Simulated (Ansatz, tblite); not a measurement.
**SnH2: rung by rung**

Aim: run the singlet of SnH2 at one geometry on many levels, and compare frontier levels, spin and run time.

Program: Ansatz 0.2.0, Gaussian basis. Level of theory: as each input shows. These are calculated values, not measurements.

Plan: GFN1-xTB, GFN2-xTB, PBE-D4/def2-TZVP, r2SCAN-D4/def2-TZVP, B2PLYP/def2-TZVP, HF/def2-TZVP, HSE06-D4/def2-TZVP, ωB97M-V/def2-TZVP, BLYP-D4/def2-TZVP, BHLYP-D4/def2-TZVP, r2SCAN0-D4/def2-TZVP, PBE-D4/def2-SVP, PBE0-D4/def2-SVP, PBE0-D4/def2-TZVPD, PBE-D4/def2-TZVPD, r2SCAN-D4/def2-TZVPD, CCSD(T)/def2-TZVPP, MP2/def2-TZVP, RPA/def2-TZVP, CCSD(T)/def2-TZVPD.

### 1 The structure

The singlet was relaxed beforehand with r2SCAN-D4/def2-TZVP.

3 atoms, charge 0, spin multiplicity 1.

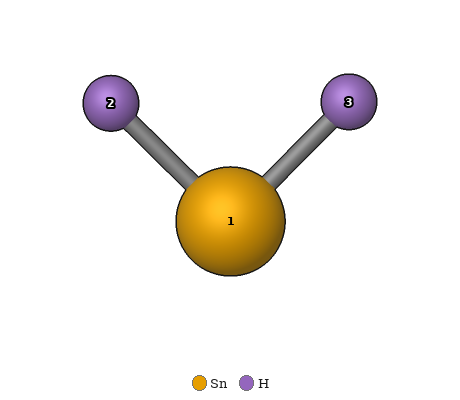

The geometry (tin amber, hydrogen purple); atoms are numbered from 1 in the order of the file.

Sn takes a core potential in the def2 sets. No spin-orbit coupling is included.

PBE0-D4/def2-TZVP was run before; its log isn't repeated, and its numbers join the tables.

### 2 GFN1-xTB

Tight binding, by tblite at 300 K electronic temperature and without a spin-polarisation term:

```python
tblite.interface.Calculator('GFN1-xTB', numbers, positions, charge=0, uhf=0).singlepoint()
```

Energy -96.4280 eV, HOMO -11.39 eV, LUMO -7.96 eV; 0.002 s.

### 3 GFN2-xTB

Tight binding, by tblite at 300 K electronic temperature and without a spin-polarisation term:

```python
tblite.interface.Calculator('GFN2-xTB', numbers, positions, charge=0, uhf=0).singlepoint()
```

Energy -84.8480 eV, HOMO -10.77 eV, LUMO -7.79 eV; 0.001 s.

### 4 PBE-D4/def2-TZVP

start.molden holds the orbitals of an earlier run on this state, given as this run's starting guess.

Input file in.yaml:

```yaml
crystal:
  periodic: [false, false, false]
  atoms:
    - {symbol: Sn, position_ang: [0.005051, -0.008505, -0.834990]}
    - {symbol: H, position_ang: [1.250706, -0.018202, 0.425304]}
    - {symbol: H, position_ang: [-1.255757, 0.026707, 0.409686]}
basis:
  gaussian: {orbitals: def2-TZVP, initial_orbitals: start.molden}
hamiltonian: {xc: pbe, dispersion: d4}
scf: {omitted_lower_state_checks: [starts]}
output: {forces: true, orbitals: {seedname: orbitals}}
```

The run is started by

```sh
$ ansatz run in.yaml --threads 4 --pin off --events-out ev --progress --plain --max-ram 3916MiB
```

The program printed:

```text
Functional definition: PBE
  name "PBE"
  cite "Perdew, Burke & Ernzerhof, Phys. Rev. Lett. 77, 3865 (1996) doi:10.1103/PhysRevLett.77.3865"
  parent pbe
  parameter kappa = 0.804
  parameter beta = 0.06672455060314922
  exchange = pbe_x(kappa = kappa, mu = beta*pi^2/3)
  correlation = pbe_c(beta = beta)
these checks for a lower state are left out or cut short: starts
476 factors; their error is unknown
mean field evaluation 1: about -5862.6299 eV, gradient 4.0e0 eV
mean field evaluation 2: about -5862.6648 eV, gradient 3.5e-2 eV
mean field evaluation 4: about -5862.6574 eV, gradient 4.4e-5 eV
mean field evaluation 8: about -5862.6574 eV, gradient 5.0e-6 eV
mean field -5862.65736897 eV, -215.4486844578 hartree, gradient 5.0e-6 eV, S^2 0.000000; 0 other end points of the search recorded, 0 dependent functions left out
the calculation of the forces begins
reference -5862.65740777 eV, -215.4486858837 hartree; 12, 12 occupied and 50, 50 virtual orbitals, 476 factors
Total energy: -5862.68591703 eV, -215.4497335796 hartree
Atom 0 at     0.005051    -0.008505    -0.834990 Å, force     0.001743    -0.002935    -0.288180 eV/Å
Atom 1 at     1.250706    -0.018202     0.425304 Å, force     0.140460    -0.001065     0.144971 eV/Å
Atom 2 at    -1.255757     0.026707     0.409686 Å, force    -0.142203     0.004000     0.143209 eV/Å
Dipole moment:     0.000983    -0.001655    -0.162453 e Å
Checks for a lower state left out: starts
```

Run time: 0.35 s. Hardware: 4 threads of Arm Neoverse V1, shared host.

From the report: HOMO -5.69 eV, LUMO -3.77 eV.

### 5 r2SCAN-D4/def2-TZVP

in.yaml, as its differences from that of step 4:

```diff
@@ -8,4 +8,4 @@
   gaussian: {orbitals: def2-TZVP, initial_orbitals: start.molden}
-hamiltonian: {xc: pbe, dispersion: d4}
+hamiltonian: {xc: r2scan, dispersion: d4}
 scf: {omitted_lower_state_checks: [starts]}
-output: {forces: true, orbitals: {seedname: orbitals}}
+output: {orbitals: {seedname: orbitals}}
```

Same command.

The program printed:

```text
Functional definition: r2SCAN
  name "r2SCAN"
  cite "Furness, Kaplan, Ning, Perdew & Sun, J. Phys. Chem. Lett. 11, 8208 (2020) doi:10.1021/acs.jpclett.0c02405"
  cite "Furness, Kaplan, Ning, Perdew & Sun, J. Phys. Chem. Lett. 11, 9248 (2020) doi:10.1021/acs.jpclett.0c03077"
  parent r2scan
  parameter k0 = 0.174
  parameter k1 = 0.065
  parameter a1 = 4.9479
  exchange = r2scan_x(k0 = k0, k1 = k1, a1 = a1)
  correlation = r2scan_c
these checks for a lower state are left out or cut short: starts
476 factors; their error is unknown
mean field evaluation 1: about -5864.9111 eV, gradient 3.5e0 eV
mean field evaluation 2: about -5864.9277 eV, gradient 1.9e-2 eV
mean field evaluation 4: about -5864.9207 eV, gradient 2.8e-5 eV
mean field -5864.92071809 eV, -215.5318610037 hartree, gradient 8.7e-5 eV, S^2 0.000000; 0 other end points of the search recorded, 0 dependent functions left out
reference -5864.92073035 eV, -215.5318614544 hartree; 12, 12 occupied and 50, 50 virtual orbitals, 476 factors
Total energy: -5864.92661846 eV, -215.5320778383 hartree
Checks for a lower state left out: starts
```

It took 0.65 s on 4 threads of Arm Neoverse V1, shared host.

From the report: HOMO -5.92 eV, LUMO -3.59 eV.

### 6 B2PLYP/def2-TZVP

in.yaml, as its differences from that of step 5:

```diff
@@ -8,4 +8,3 @@
   gaussian: {orbitals: def2-TZVP, initial_orbitals: start.molden}
-hamiltonian: {xc: r2scan, dispersion: d4}
+hamiltonian: {xc: {name: B2PLYP}}
 scf: {omitted_lower_state_checks: [starts]}
-output: {orbitals: {seedname: orbitals}}
```

Launched as before.

The program printed, cut to the lines that bear on the results:

```text
Functional definition: B2PLYP
  name "B2PLYP"
  cite "Grimme, J. Chem. Phys. 124, 034108 (2006) doi:10.1063/1.2148954"
  cite "Becke, Phys. Rev. A 38, 3098 (1988) doi:10.1103/PhysRevA.38.3098"
  cite "Lee, Yang & Parr, Phys. Rev. B 37, 785 (1988) doi:10.1103/PhysRevB.37.785"
[...]
582 factors; integrals over basis functions are off by at most 7.0e-4 eV
[...]
mean field -5854.32689743 eV, -215.1425452751 hartree, gradient 4.2e-6 eV, S^2 0.000000; 0 other end points of the search recorded, 0 dependent functions left out
4 core orbitals not correlated: weight in the atoms' cores, before any rotation towards them, 1.000 or more for the frozen orbitals, at most 0.000 for the correlated occupied ones
reference -5854.32702951 eV, -215.1425501293 hartree; 8, 8 occupied and 50, 50 virtual orbitals, 582 factors
second order -10.06686070 eV of doubles, -0.00000000 eV of singles
Total energy: -5857.04508190 eV, -215.2424367123 hartree
Checks for a lower state left out: starts
```

Run time: 0.5 s. Hardware: 4 threads of Arm Neoverse V1, shared host.

### 7 HF/def2-TZVP

in.yaml, as its differences from that of step 6:

```diff
@@ -8,3 +8,4 @@
   gaussian: {orbitals: def2-TZVP, initial_orbitals: start.molden}
-hamiltonian: {xc: {name: B2PLYP}}
+hamiltonian: {xc: hf}
 scf: {omitted_lower_state_checks: [starts]}
+output: {orbitals: {seedname: orbitals}}
```

Launched as before.

The program printed:

```text
Functional definition: HF
  name "HF"
  cite "Fock, Z. Phys. 61, 126 (1930) doi:10.1007/BF01340294"
  parent pbe
  exchange = exact_x
  correlation = 0
these checks for a lower state are left out or cut short: starts
616 factors; their error is unknown
mean field evaluation 1: about -5835.5465 eV, gradient 1.0e1 eV
mean field evaluation 2: about -5835.8379 eV, gradient 2.1e-1 eV
mean field evaluation 4: about -5836.1689 eV, gradient 7.5e-1 eV
mean field evaluation 8: about -5836.1695 eV, gradient 4.4e-6 eV
mean field -5836.16947272 eV, -214.4752722246 hartree, gradient 4.4e-6 eV, S^2 0.000000; 0 other end points of the search recorded, 0 dependent functions left out
reference -5836.16947272 eV, -214.4752722246 hartree; 12, 12 occupied and 50, 50 virtual orbitals, 616 factors
Total energy: -5836.16947272 eV, -214.4752722246 hartree
Checks for a lower state left out: starts
```

Run time: 0.15 s. Hardware: 4 threads of Arm Neoverse V1, shared host.

HOMO -8.73 eV, LUMO -0.23 eV.

### 8 HSE06-D4/def2-TZVP

in.yaml, as its differences from that of step 7:

```diff
@@ -8,3 +8,3 @@
   gaussian: {orbitals: def2-TZVP, initial_orbitals: start.molden}
-hamiltonian: {xc: hf}
+hamiltonian: {xc: hse06, dispersion: d4}
 scf: {omitted_lower_state_checks: [starts]}
```

Same command.

The program printed, cut to the lines that bear on the results:

```text
Functional definition: HSE06
  name "HSE06"
  cite "Heyd, Scuseria & Ernzerhof, J. Chem. Phys. 118, 8207 (2003) doi:10.1063/1.1564060"
  cite "Krukau, Vydrov, Izmaylov & Scuseria, J. Chem. Phys. 125, 224106 (2006) doi:10.1063/1.2404663"
  cite "Heyd & Scuseria, J. Chem. Phys. 120, 7274 (2004) doi:10.1063/1.1668634"
  cite "Ernzerhof & Perdew, J. Chem. Phys. 109, 3313 (1998) doi:10.1063/1.476928"
  cite "Perdew, Burke & Ernzerhof, Phys. Rev. Lett. 77, 3865 (1996) doi:10.1103/PhysRevLett.77.3865"
  parent pbe
[...]
  # The whole range is PBE's own exchange, as in plane waves. The composition of these papers is wPBEh.
[...]
549 factors; their error is unknown
39 factors; integrals over basis functions are off by at most 4.2e-6 eV
[...]
mean field -5862.85976718 eV, -215.4561224547 hartree, gradient 2.6e-5 eV, S^2 0.000000; 0 other end points of the search recorded, 0 dependent functions left out
reference -5862.85980617 eV, -215.4561238876 hartree; 12, 12 occupied and 50, 50 virtual orbitals, 549 factors
Total energy: -5862.88165512 eV, -215.4569268217 hartree
Checks for a lower state left out: starts
```

Run time: 0.4 s. Hardware: 4 threads of Arm Neoverse V1, shared host.

HOMO -6.24 eV, LUMO -3.34 eV.

### 9 ωB97M-V/def2-TZVP

in.yaml, as its differences from that of step 8:

```diff
@@ -8,3 +8,3 @@
   gaussian: {orbitals: def2-TZVP, initial_orbitals: start.molden}
-hamiltonian: {xc: hse06, dispersion: d4}
+hamiltonian: {xc: {name: wB97M-V}}
 scf: {omitted_lower_state_checks: [starts]}
```

The command is unchanged.

The program printed, cut to the lines that bear on the results:

```text
Functional definition: wB97M-V
  name "wB97M-V"
  cite "Mardirossian & Head-Gordon, J. Chem. Phys. 144, 214110 (2016) doi:10.1063/1.4952647"
  cite "Becke, J. Chem. Phys. 107, 8554 (1997) doi:10.1063/1.475007"
  cite "Vydrov & Van Voorhis, J. Chem. Phys. 133, 244103 (2010) doi:10.1063/1.3521275"
  # Of w^i u^j: cxij and so on, Table III.
[...]
  gx(w, u) = 1 - cx + cx01*u + cx10*w
  gss(w, u) = css00 + css04*u^4 + css10*w + css20*w^2 + css43*w^4*u^3
  gos(w, u) = cos00 + cos10*w + (cos20 + cos21*u)*w^2 + (cos60 + cos61*u)*w^6
[...]
      + integral(e_c_pw_mod_opposite_spin*gos(b97_w_opposite, b97_u_opposite)) + vv10(b, c)
[...]
520 factors; their error is unknown
129 factors; integrals over basis functions are off by at most 2.1e-5 eV
[...]
mean field -5861.31796989 eV, -215.3994624494 hartree, gradient 1.7e-5 eV, S^2 0.000000; 0 other end points of the search recorded, 0 dependent functions left out
reference -5861.31801578 eV, -215.3994641358 hartree; 12, 12 occupied and 50, 50 virtual orbitals, 520 factors
Total energy: -5861.31801578 eV, -215.3994641358 hartree
Checks for a lower state left out: starts
```

Run time: 1 s. Hardware: 4 threads of Arm Neoverse V1, shared host.

From the report: HOMO -8.69 eV, LUMO -1.19 eV.

### 10 BLYP-D4/def2-TZVP

in.yaml, as its differences from that of step 9:

```diff
@@ -8,3 +8,3 @@
   gaussian: {orbitals: def2-TZVP, initial_orbitals: start.molden}
-hamiltonian: {xc: {name: wB97M-V}}
+hamiltonian: {xc: {name: BLYP}, dispersion: d4}
 scf: {omitted_lower_state_checks: [starts]}
```

The command is unchanged.

The program printed:

```text
Functional definition: BLYP
  name "BLYP"
  cite "Becke, Phys. Rev. A 38, 3098 (1988) doi:10.1103/PhysRevA.38.3098"
  cite "Lee, Yang & Parr, Phys. Rev. B 37, 785 (1988) doi:10.1103/PhysRevB.37.785"
  parameter beta = 0.0042
  parameter a = 0.04918
  parameter b = 0.132
  parameter c = 0.2533
  parameter d = 0.349
  exchange = b88_x(beta = beta)
  correlation = lyp_c(a = a, b = b, c = c, d = d)
these checks for a lower state are left out or cut short: starts
476 factors; their error is unknown
mean field evaluation 1: about -5861.4551 eV, gradient 6.8e0 eV
mean field evaluation 2: about -5861.5216 eV, gradient 7.0e-2 eV
mean field evaluation 4: about -5861.5143 eV, gradient 9.9e-5 eV
mean field evaluation 8: about -5861.5143 eV, gradient 9.8e-6 eV
mean field -5861.51433372 eV, -215.4066786873 hartree, gradient 9.8e-6 eV, S^2 0.000000; 0 other end points of the search recorded, 0 dependent functions left out
reference -5861.51460934 eV, -215.4066888158 hartree; 12, 12 occupied and 50, 50 virtual orbitals, 476 factors
Total energy: -5861.57972511 eV, -215.4090817762 hartree
Checks for a lower state left out: starts
```

It took 0.3 s on 4 threads of Arm Neoverse V1, shared host.

HOMO -5.60 eV, LUMO -3.73 eV.

### 11 BHLYP-D4/def2-TZVP

in.yaml, as its differences from that of step 10:

```diff
@@ -8,3 +8,3 @@
   gaussian: {orbitals: def2-TZVP, initial_orbitals: start.molden}
-hamiltonian: {xc: {name: BLYP}, dispersion: d4}
+hamiltonian: {xc: {name: BHLYP}, dispersion: d4}
 scf: {omitted_lower_state_checks: [starts]}
```

The command is unchanged.

The program printed:

```text
Functional definition: BHLYP
  name "BHLYP"
  cite "Becke, J. Chem. Phys. 98, 1372 (1993) doi:10.1063/1.464304"
  cite "Becke, Phys. Rev. A 38, 3098 (1988) doi:10.1103/PhysRevA.38.3098"
  cite "Lee, Yang & Parr, Phys. Rev. B 37, 785 (1988) doi:10.1103/PhysRevB.37.785"
  parameter a = 0.5
  exchange = (1 - a)*b88_x + a*exact_x
  correlation = lyp_c
these checks for a lower state are left out or cut short: starts
572 factors; their error is unknown
mean field evaluation 1: about -5860.7806 eV, gradient 3.7e0 eV
mean field evaluation 2: about -5860.8102 eV, gradient 3.0e-2 eV
mean field evaluation 4: about -5860.9777 eV, gradient 2.1e-4 eV
mean field evaluation 8: about -5860.9777 eV, gradient 2.1e-5 eV
mean field -5860.97773042 eV, -215.3869588794 hartree, gradient 2.1e-5 eV, S^2 0.000000; 0 other end points of the search recorded, 0 dependent functions left out
reference -5860.97787196 eV, -215.3869640809 hartree; 12, 12 occupied and 50, 50 virtual orbitals, 572 factors
Total energy: -5861.01517827 eV, -215.3883350627 hartree
Checks for a lower state left out: starts
```

It took 0.3 s on 4 threads of Arm Neoverse V1, shared host.

HOMO -7.50 eV, LUMO -2.23 eV.

### 12 r2SCAN0-D4/def2-TZVP

in.yaml, as its differences from that of step 11:

```diff
@@ -8,3 +8,3 @@
   gaussian: {orbitals: def2-TZVP, initial_orbitals: start.molden}
-hamiltonian: {xc: {name: BHLYP}, dispersion: d4}
+hamiltonian: {xc: {name: r2SCAN0}, dispersion: d4}
 scf: {omitted_lower_state_checks: [starts]}
```

The command is unchanged.

The program printed, cut to the lines that bear on the results:

```text
Functional definition: r2SCAN0
  name "r2SCAN0"
  cite "Bursch, Neugebauer, Ehlert & Grimme, J. Chem. Phys. 156, 134105 (2022) doi:10.1063/5.0086040"
  cite "Furness, Kaplan, Ning, Perdew & Sun, J. Phys. Chem. Lett. 11, 8208 (2020) doi:10.1021/acs.jpclett.0c02405"
  cite "Furness, Kaplan, Ning, Perdew & Sun, J. Phys. Chem. Lett. 11, 9248 (2020) doi:10.1021/acs.jpclett.0c03077"
  parent r2scan
[...]
549 factors; their error is unknown
[...]
mean field -5864.14812566 eV, -215.5034687557 hartree, gradient 6.1e-6 eV, S^2 0.000000; 0 other end points of the search recorded, 0 dependent functions left out
reference -5864.14813549 eV, -215.5034691170 hartree; 12, 12 occupied and 50, 50 virtual orbitals, 549 factors
Total energy: -5864.15526883 eV, -215.5037312624 hartree
Checks for a lower state left out: starts
```

It took 0.7 s on 4 threads of Arm Neoverse V1, shared host.

Report: HOMO -6.80 eV, LUMO -2.88 eV.

### 13 PBE-D4/def2-SVP

in.yaml, as its differences from that of step 12:

```diff
@@ -7,4 +7,4 @@
 basis:
-  gaussian: {orbitals: def2-TZVP, initial_orbitals: start.molden}
-hamiltonian: {xc: {name: r2SCAN0}, dispersion: d4}
+  gaussian: {orbitals: def2-SVP, initial_orbitals: start.molden}
+hamiltonian: {xc: pbe, dispersion: d4}
 scf: {omitted_lower_state_checks: [starts]}
```

Same command.

The program printed:

```text
Functional definition: PBE
  name "PBE"
  cite "Perdew, Burke & Ernzerhof, Phys. Rev. Lett. 77, 3865 (1996) doi:10.1103/PhysRevLett.77.3865"
  parent pbe
  parameter kappa = 0.804
  parameter beta = 0.06672455060314922
  exchange = pbe_x(kappa = kappa, mu = beta*pi^2/3)
  correlation = pbe_c(beta = beta)
these checks for a lower state are left out or cut short: starts
407 factors; their error is unknown
mean field evaluation 1: about -5862.2781 eV, gradient 2.3e1 eV
mean field evaluation 2: about -5862.4010 eV, gradient 2.2e-1 eV
mean field evaluation 4: about -5862.3977 eV, gradient 4.7e-2 eV
mean field -5862.39772954 eV, -215.4391428848 hartree, gradient 4.4e-6 eV, S^2 0.000000; 0 other end points of the search recorded, 0 dependent functions left out
reference -5862.39775755 eV, -215.4391439141 hartree; 12, 12 occupied and 24, 24 virtual orbitals, 407 factors
Total energy: -5862.42626681 eV, -215.4401916100 hartree
Checks for a lower state left out: starts
```

It took 0.2 s on 4 threads of Arm Neoverse V1, shared host.

HOMO -5.60 eV, LUMO -3.73 eV.

### 14 PBE0-D4/def2-SVP

in.yaml, as its differences from that of step 13:

```diff
@@ -8,3 +8,3 @@
   gaussian: {orbitals: def2-SVP, initial_orbitals: start.molden}
-hamiltonian: {xc: pbe, dispersion: d4}
+hamiltonian: {xc: pbe0, dispersion: d4}
 scf: {omitted_lower_state_checks: [starts]}
```

The command is unchanged.

The program printed:

```text
Functional definition: PBE0
  name "PBE0"
  cite "Adamo & Barone, J. Chem. Phys. 110, 6158 (1999) doi:10.1063/1.478522"
  cite "Perdew, Burke & Ernzerhof, Phys. Rev. Lett. 77, 3865 (1996) doi:10.1103/PhysRevLett.77.3865"
  parent pbe
  parameter a = 0.25
  parameter kappa = 0.804
  parameter beta = 0.06672455060314922
  exchange = (1 - a)*pbe_x(kappa = kappa, mu = beta*pi^2/3) + a*exact_x
  correlation = pbe_c(beta = beta)
these checks for a lower state are left out or cut short: starts
444 factors; integrals over basis functions are off by at most 5.2e-4 eV
mean field evaluation 1: about -5862.6058 eV, gradient 2.3e1 eV
mean field evaluation 2: about -5862.6910 eV, gradient 9.8e-2 eV
mean field evaluation 4: about -5862.6899 eV, gradient 4.0e-5 eV
mean field evaluation 8: about -5862.6899 eV, gradient 1.1e-5 eV
mean field -5862.68989353 eV, -215.4498797132 hartree, gradient 1.1e-5 eV, S^2 0.000000; 0 other end points of the search recorded, 0 dependent functions left out
reference -5862.68991452 eV, -215.4498804845 hartree; 12, 12 occupied and 24, 24 virtual orbitals, 444 factors
Total energy: -5862.71336584 eV, -215.4507423049 hartree
Checks for a lower state left out: starts
```

Wall time 0.25 s (4 threads of Arm Neoverse V1, shared host).

HOMO -6.57 eV, LUMO -2.94 eV.

### 15 PBE0-D4/def2-TZVPD

in.yaml, as its differences from that of step 14:

```diff
@@ -7,3 +7,3 @@
 basis:
-  gaussian: {orbitals: def2-SVP, initial_orbitals: start.molden}
+  gaussian: {orbitals: def2-TZVPD, initial_orbitals: start.molden}
 hamiltonian: {xc: pbe0, dispersion: d4}
```

Same command.

The program printed:

```text
Functional definition: PBE0
  name "PBE0"
  cite "Adamo & Barone, J. Chem. Phys. 110, 6158 (1999) doi:10.1063/1.478522"
  cite "Perdew, Burke & Ernzerhof, Phys. Rev. Lett. 77, 3865 (1996) doi:10.1103/PhysRevLett.77.3865"
  parent pbe
  parameter a = 0.25
  parameter kappa = 0.804
  parameter beta = 0.06672455060314922
  exchange = (1 - a)*pbe_x(kappa = kappa, mu = beta*pi^2/3) + a*exact_x
  correlation = pbe_c(beta = beta)
these checks for a lower state are left out or cut short: starts
590 factors; their error is unknown
mean field evaluation 1: about -5862.8362 eV, gradient 9.1e-1 eV
mean field evaluation 2: about -5862.8395 eV, gradient 4.0e-3 eV
mean field evaluation 4: about -5862.9166 eV, gradient 8.7e-5 eV
mean field evaluation 8: about -5862.9166 eV, gradient 7.5e-6 eV
mean field -5862.91655124 eV, -215.4582092304 hartree, gradient 7.5e-6 eV, S^2 0.000000; 0 other end points of the search recorded, 0 dependent functions left out
reference -5862.91658012 eV, -215.4582102917 hartree; 12, 12 occupied and 62, 62 virtual orbitals, 590 factors
Total energy: -5862.94003145 eV, -215.4590721121 hartree
Checks for a lower state left out: starts
```

Run time: 0.35 s. Hardware: 4 threads of Arm Neoverse V1, shared host.

From the report: HOMO -6.64 eV, LUMO -2.98 eV.

### 16 PBE-D4/def2-TZVPD

in.yaml, as its differences from that of step 15:

```diff
@@ -8,3 +8,3 @@
   gaussian: {orbitals: def2-TZVPD, initial_orbitals: start.molden}
-hamiltonian: {xc: pbe0, dispersion: d4}
+hamiltonian: {xc: pbe, dispersion: d4}
 scf: {omitted_lower_state_checks: [starts]}
```

Same command.

The program printed:

```text
Functional definition: PBE
  name "PBE"
  cite "Perdew, Burke & Ernzerhof, Phys. Rev. Lett. 77, 3865 (1996) doi:10.1103/PhysRevLett.77.3865"
  parent pbe
  parameter kappa = 0.804
  parameter beta = 0.06672455060314922
  exchange = pbe_x(kappa = kappa, mu = beta*pi^2/3)
  correlation = pbe_c(beta = beta)
these checks for a lower state are left out or cut short: starts
506 factors; their error is unknown
mean field evaluation 1: about -5862.6311 eV, gradient 4.1e0 eV
mean field evaluation 2: about -5862.6702 eV, gradient 3.9e-2 eV
mean field evaluation 4: about -5862.6615 eV, gradient 5.2e-5 eV
mean field -5862.66150873 eV, -215.4488365911 hartree, gradient 5.9e-5 eV, S^2 0.000000; 0 other end points of the search recorded, 0 dependent functions left out
reference -5862.66154670 eV, -215.4488379867 hartree; 12, 12 occupied and 62, 62 virtual orbitals, 506 factors
Total energy: -5862.69005596 eV, -215.4498856826 hartree
Checks for a lower state left out: starts
```

It took 0.3 s on 4 threads of Arm Neoverse V1, shared host.

Report: HOMO -5.70 eV, LUMO -3.78 eV.

[end of part 1 of 2]
